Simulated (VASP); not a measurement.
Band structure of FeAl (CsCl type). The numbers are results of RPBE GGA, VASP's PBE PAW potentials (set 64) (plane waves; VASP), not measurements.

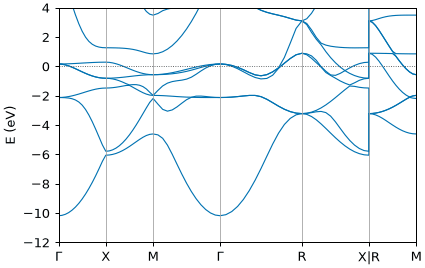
Figure. Bands along high-symmetry lines, zero at the valence-band maximum or, without a gap, the Fermi level

### Question
Read the plot: is there a gap, and where are the band edges?

### Answer
It has no gap at this level: it comes out as a metal or semimetal. (Edges off the drawn lines would not show.)

The compound is FeAl in the CsCl type structure. It was relaxed first. The run is not spin-polarised, so no magnetic state was tried. The electron count is odd and the run is not spin-polarised, which forces a metal.
